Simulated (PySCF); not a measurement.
C3H3FO4Si (SMILES C[Si]1(F)OC(=O)C(=O)O1)

```yaml
atoms:
  - { symbol: C, position_ang: [-1.9468, -0.1711, -0.6288] }
  - { symbol: Si, position_ang: [-0.4837, -0.3634, 0.5234] }
  - { symbol: F, position_ang: [-0.7944, -1.1248, 1.8920] }
  - { symbol: O, position_ang: [0.2975, 1.0414, 0.9079] }
  - { symbol: C, position_ang: [1.5900, 1.0507, 0.5414] }
  - { symbol: O, position_ang: [2.3297, 1.9633, 0.7085] }
  - { symbol: C, position_ang: [1.9390, -0.2978, -0.1285] }
  - { symbol: O, position_ang: [2.9962, -0.6092, -0.5684] }
  - { symbol: O, position_ang: [0.8473, -1.0802, -0.1448] }
  - { symbol: H, position_ang: [-2.7415, 0.3836, -0.1401] }
  - { symbol: H, position_ang: [-2.3441, -1.1446, -0.8983] }
  - { symbol: H, position_ang: [-1.6881, 0.3514, -1.5461] }
```

Geometry: GFN2-xTB.

Method: PBE0/pcSseg-1, SCF density, gas phase, non-relativistic (PySCF 2.14.0).

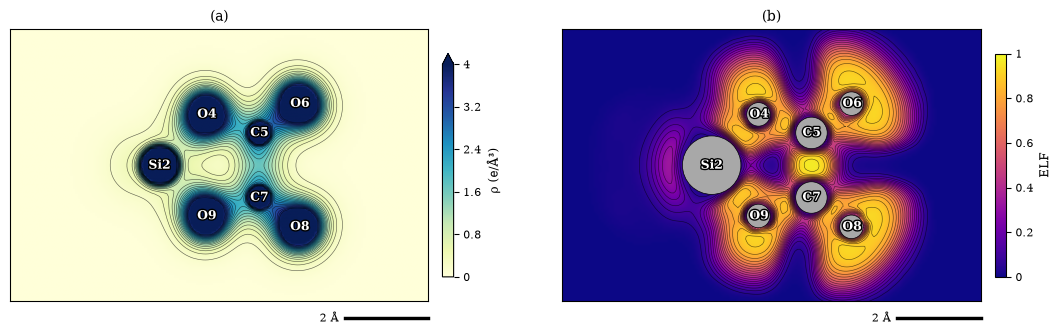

Figure 1. (a) total electron density; (b) ELF on the plane of atoms C5, C7 and O9. Grey discs cover the atomic cores in the ELF map.

What do the fields say about this system?

Answer. The section cuts through Si, O and C sites. C–O (1.19 Å): ρ at the midpoint is about 3.5 e/Å³; the ELF peaks at about 0.85 between the atoms; a short, multiple covalent bond. C–C (1.55 Å): ρ at the midpoint is about 1.7 e/Å³; the ELF peaks at about 0.95 between the atoms; a shared electron pair. Si–O (1.65 Å): the density is about 1.2 e/Å³ at the midpoint; the ELF peaks at about 0.90 between the atoms (a shared but strongly polarised pair). C–O (1.34 Å): ρ is about 2.4 e/Å³ halfway; the ELF peaks at about 0.85 between the atoms (a polar covalent bond). The ELF also peaks beside O8, O9, O6 and O4, away from the bonds: lone-pair regions.

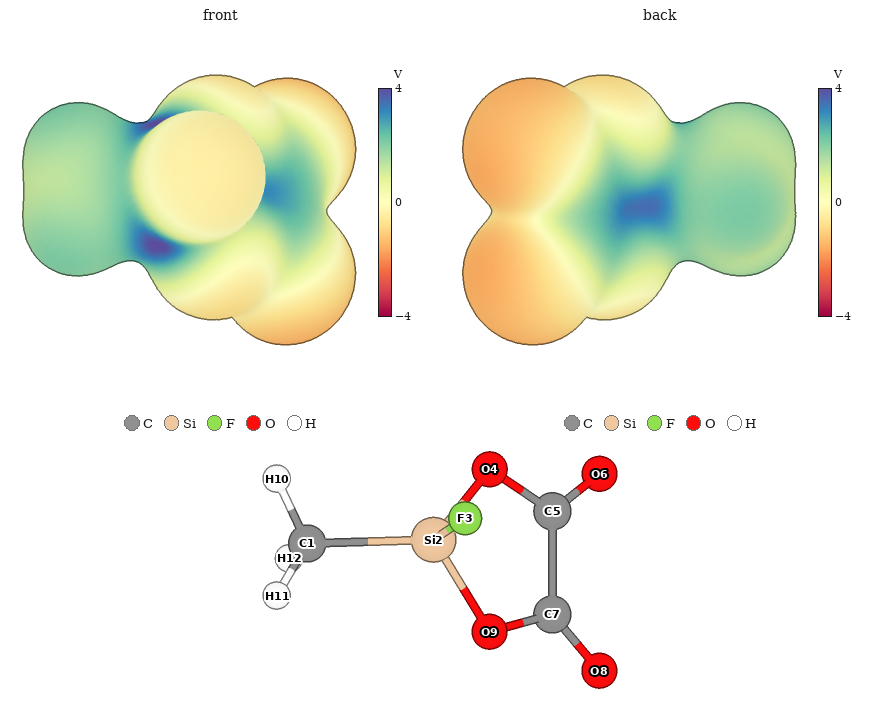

Figure 2. The molecular electrostatic potential painted on the density surface at 0.004 e/bohr³, seen from the front and from behind; red is negative and blue positive. The bare structure is drawn below in the same view.

Where is the surface potential most negative and most positive?

Answer. The most negative region (about −1.6 V) lies over O6 and O8, the most positive (about +3.9 V) over Si2.

What dipole moment does the calculation give?

Answer. Its dipole moment is 5.51 D.
